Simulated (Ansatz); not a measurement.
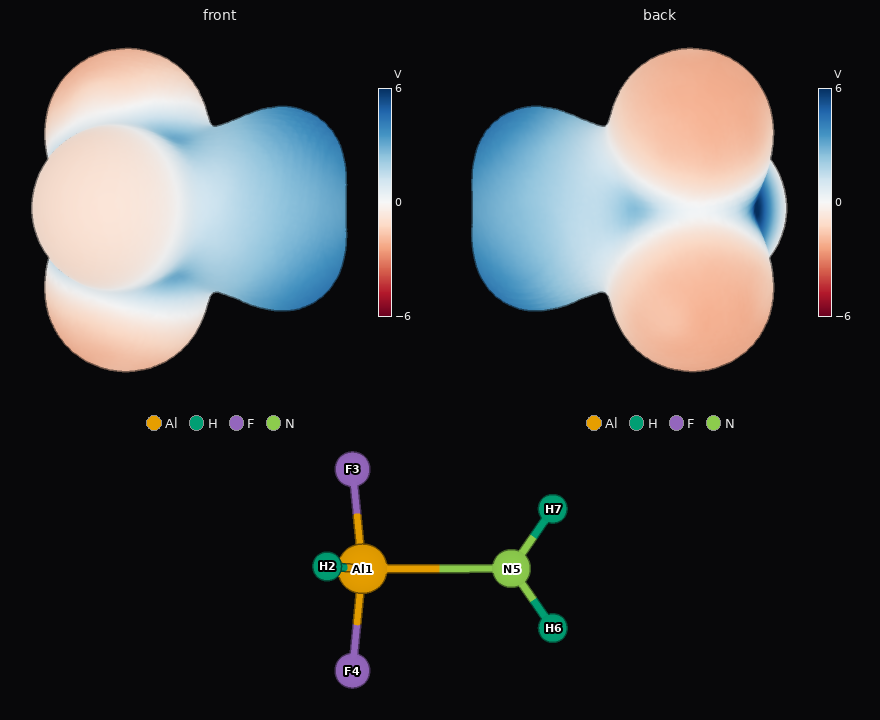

The picture shows: AlF2H3N (doublet). The electrostatic potential painted on the density surface at 0.004 e/bohr³, seen from the front and from behind; the colour scale runs from red (negative) to blue (positive). The bare structure is drawn below in the same view.

Method: UHF/6-31G* (Ansatz 0.2.0).

```yaml
atoms:
  - { symbol: Al, position_ang: [-0.0902, 0.3170, 0.6444] }
  - { symbol: H, position_ang: [-0.5246, 1.8311, 0.7515] }
  - { symbol: F, position_ang: [1.4631, -0.0228, 0.1949] }
  - { symbol: F, position_ang: [-1.2259, -0.7937, 0.1900] }
  - { symbol: N, position_ang: [0.0874, -0.3095, 2.6138] }
  - { symbol: H, position_ang: [-0.6528, -0.7335, 3.1499] }
  - { symbol: H, position_ang: [0.9429, -0.2886, 3.1455] }
```

Where is the surface potential most negative and most positive?

Answer. The most negative region (about −2.1 V) lies over F3 and F4, the most positive (about +5.0 V) over Al1.
